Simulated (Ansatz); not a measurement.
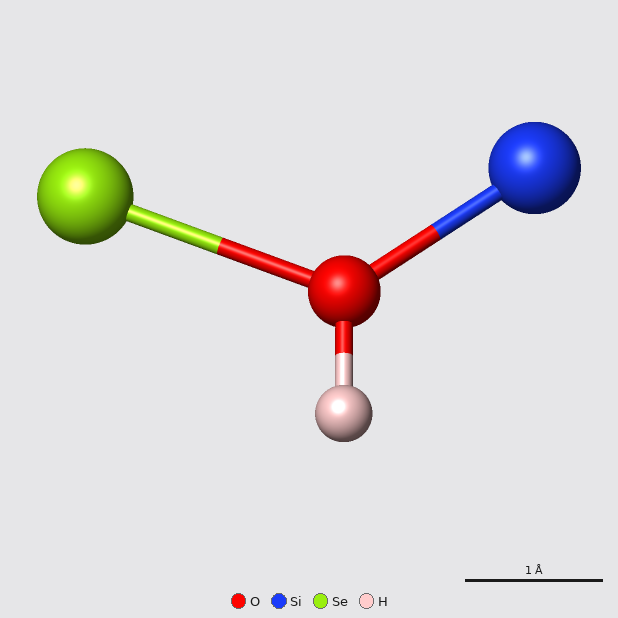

Ball-and-stick drawing of a structure.

State: neutral, doublet. The geometry was computed by an optimisation with PBE0-D4/def2-TZVP. No frequency run is at hand to confirm it as a minimum.

**Give the formula.**

HOSeSi, 4 atoms: 1 hydrogen, 1 oxygen, 1 selenium and 1 silicon.

**Count the bonded pairs by element.**

1 O–Si, 1 O–Se, 1 O–H. Sticks follow a distance rule.

**Give the symmetry (Schoenflies symbol).**

Cs.

**How many atoms are distinct by symmetry?**

4: 1 O, 1 Si, 1 Se, 1 H.

More results for the same structure follow; atom numbers are the same in all pictures, views and colours differ.

## Charges

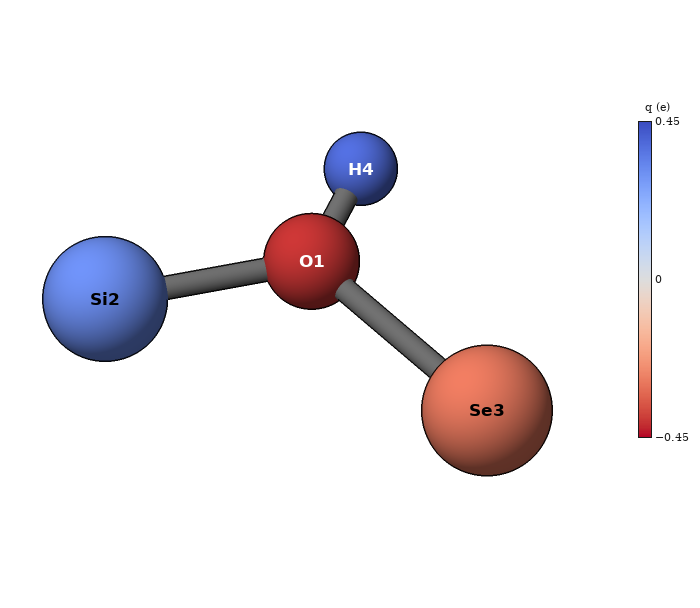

Atoms are coloured by their Mulliken charges. No frequency run is at hand to confirm it as a minimum. Method: UKS PBE0-D4/def2-TZVP (Ansatz 0.2.0).

**Which atom carries the highest charge (most positive or least negative)?**

H4 (0.38 e).

**And the lowest?**

O1 (−0.40 e).

List the Mulliken charges.

```csv
atom,value (e)
O1,−0.40
Si2,0.31
Se3,−0.29
H4,0.38
```

## Electronic properties

No frequency run is at hand to confirm it as a minimum. Method: UKS PBE0-D4/def2-TZVPP (Ansatz 0.2.0).

**What is the ⟨S²⟩ of the determinant?**

0.834.

**Estimate the HOMO energy (Kohn–Sham orbital).**

−5.61 eV.

## Dipole moment

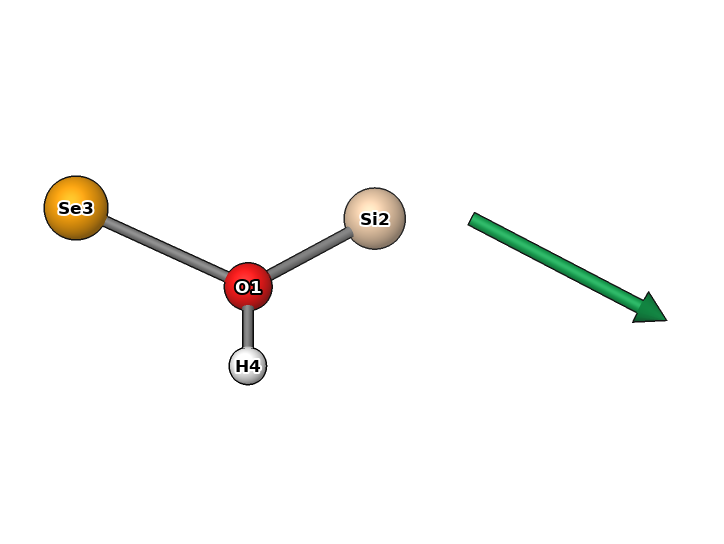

The arrow beside the molecule shows the direction of the dipole moment, from the negative to the positive end (its length means nothing). No frequency run is at hand to confirm it as a minimum. Level of theory: UKS PBE0-D4/def2-TZVP (Ansatz 0.2.0).

**How large is the dipole moment?**

4.25 D; it points from the side of Se3 to the side of Si2 (the outermost atoms at the two ends).

Mulliken values depend strongly on the basis set and can even reverse the polarity of a bond.
